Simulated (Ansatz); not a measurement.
**CH4BFO2 (SMILES COB(O)F) at CCSD/def2-SVP**

What is the energy change on altering one bond length of CH4BFO2 at CCSD/def2-SVP? 

Program for the calculation: Ansatz 0.2.0.

128 further runs of the same task are left out: 128 set aside as unsound or not needed.

## (1) Starting point

The species is CH4BFO2 (9 atoms), meant as a singlet with charge 0. SMILES: `COB(O)F`. Geometry: relaxed at PBE0-D4/def2-TZVP. This is one conformer, not always the lowest.

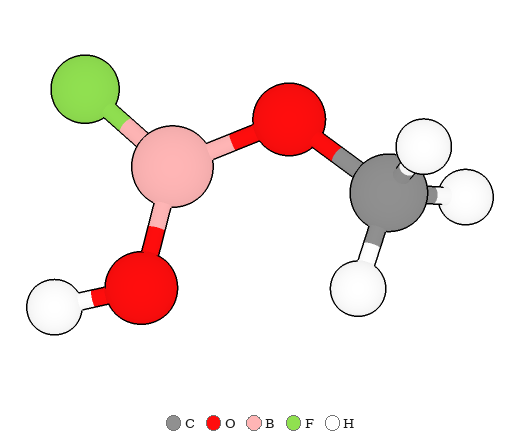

Viewed from a chosen angle; carbon grey, oxygen red, boron pink, fluorine green, hydrogen white.

## (2) The energy at CCSD/def2-SVP

molecule.yaml reads:

```yaml
crystal:
  periodic: [false, false, false]
  atoms:
    - {symbol: C, position_ang: [-0.649300, 0.491300, -1.085900]}
    - {symbol: O, position_ang: [-0.487000, 0.689600, 0.304600]}
    - {symbol: B, position_ang: [0.320400, -0.085100, 1.049500]}
    - {symbol: O, position_ang: [1.040400, -1.114300, 0.524700]}
    - {symbol: F, position_ang: [0.401500, 0.187700, 2.355300]}
    - {symbol: H, position_ang: [-1.701500, 0.285200, -1.291400]}
    - {symbol: H, position_ang: [-0.040700, -0.337700, -1.451200]}
    - {symbol: H, position_ang: [-0.363100, 1.407000, -1.606600]}
    - {symbol: H, position_ang: [1.567700, -1.570100, 1.184000]}
basis:
  gaussian:
    orbitals: def2-SVP
correlation:
  method: ccsd
  frozen_orbitals: {B: 1, C: 1, F: 1, H: 0, O: 1}
accuracy: high
scf:
  omitted_lower_state_checks: [cluster_reference, increment]
```

Started as:

```
$ ansatz run molecule.yaml --threads 1 --pin off --max-ram 3480MiB --events-out events.jsonl --progress --plain --runs-dir runs
```

Output (excerpt; [...] marks lines left out):

```text
Warning: RAYON_NUM_THREADS=1 ignored (pool sized by the plan → 1); use --threads N
Functional definition: HF
  name "HF"
[...]
2107 factors; integrals over basis functions are off by at most 7.3e-9 eV
[...]
mean field -8543.66044847 eV, -313.9737303804 hartree, gradient 1.3e-8 eV, S^2 0.000000; 0 other end points of the search recorded, 0 dependent functions left out
5 core orbitals not correlated: weight in the atoms' cores, before any rotation towards them, 1.000 or more for the frozen orbitals, at most 0.000 for the correlated occupied ones
reference -8543.66044847 eV, -313.9737303804 hartree; 15, 15 occupied and 70, 70 virtual orbitals, 2107 factors
second order -21.00106389 eV of doubles, -0.00000000 eV of singles
cycle   1  -21.25185672 eV  change   -2.5e-1 eV  update   9.6e-2
[...]
cycle  19  -21.81144781 eV  change   7.2e-10 eV  update   1.8e-9
Total energy: -8565.47189629 eV, -314.7752863032 hartree
Checks for a lower state left out: cluster_reference, increment
```

Run time: 21 s. Hardware: 1 thread of Arm Neoverse V1, shared host; peak memory 0.61 GiB.

## (3) The distorted shape, same level

run.yaml reads:

```yaml
crystal:
  periodic: [false, false, false]
  atoms:
    - {symbol: C, position_ang: [-0.714179, 0.273064, -2.130522]}
    - {symbol: O, position_ang: [-0.551879, 0.471364, -0.740022]}
    - {symbol: B, position_ang: [0.255521, -0.303336, 0.004878]}
    - {symbol: O, position_ang: [0.975521, -1.332536, -0.519922]}
    - {symbol: F, position_ang: [0.401500, 0.187700, 2.355300]}
    - {symbol: H, position_ang: [-1.766379, 0.066964, -2.336022]}
    - {symbol: H, position_ang: [-0.105579, -0.555936, -2.495822]}
    - {symbol: H, position_ang: [-0.427979, 1.188764, -2.651222]}
    - {symbol: H, position_ang: [1.502821, -1.788336, 0.139378]}
basis:
  gaussian:
    orbitals: def2-SVP
scf:
  omitted_lower_state_checks: [cluster_reference, increment]
accuracy: high
correlation:
  method: ccsd
  frozen_orbitals: {B: 1, C: 1, F: 1, H: 0, O: 1}
```

Started as:

```
$ ansatz run run.yaml --threads 1 --pin off --max-ram 3480MiB --events-out events.jsonl --progress --plain --runs-dir runs
```

Output (excerpt; [...] marks lines left out):

```text
Warning: RAYON_NUM_THREADS=1 ignored (pool sized by the plan → 1); use --threads N
[... 2 set-up lines as earlier in the session ...]
[...]
2062 factors; integrals over basis functions are off by at most 7.2e-9 eV
[...]
mean field -8537.90197903 eV, -313.7621105315 hartree, gradient 2.9e-8 eV, S^2 0.000000; 0 other end points of the search recorded, 0 dependent functions left out; unrestricted orbitals would lower it
5 core orbitals not correlated: weight in the atoms' cores, before any rotation towards them, 1.000 or more for the frozen orbitals, at most 0.000 for the correlated occupied ones
reference -8537.90197903 eV, -313.7621105315 hartree; 15, 15 occupied and 70, 70 virtual orbitals, 2062 factors
second order -21.57928466 eV of doubles, -0.00000000 eV of singles
cycle   1  -21.47413091 eV  change    1.1e-1 eV  update   1.6e-1
[...]
cycle  28  -22.33859118 eV  change   5.0e-10 eV  update  9.8e-10
Total energy: -8560.24057021 eV, -314.5830386157 hartree
Checks for a lower state left out: cluster_reference, increment
```

Run time: 28 s. Hardware: 1 thread of Arm Neoverse V1, shared host; peak memory 0.6 GiB.

## (4) What came out

Level: CCSD/def2-SVP, 5 core orbitals frozen.

```
                                                         quantity          value
                                        first shape: total energy  -314.77529 Eh
         first shape: correlation energy (5 core orbitals frozen)     -801.6 mEh
                                       first shape: T1 diagnostic          0.012
                                    distorted shape: total energy  -314.58304 Eh
     distorted shape: correlation energy (5 core orbitals frozen)     -820.9 mEh
                                   distorted shape: T1 diagnostic          0.027
energy change with the B3–F5 bond stretched from 1.336 to 2.406 Å       5.231 eV
```

What this shows: With the B3–F5 bond stretched from 1.336 to 2.406 Å the energy rises by 5.23 eV (505 kJ/mol). The first shape isn't relaxed at this level, so the change isn't measured from a minimum. The T1 diagnostic (distorted shape) of 0.027 is above the customary mark for such species, so a single reference may not serve. The restricted solution (distorted shape) is unstable to spin breaking: an unrestricted one lies lower.
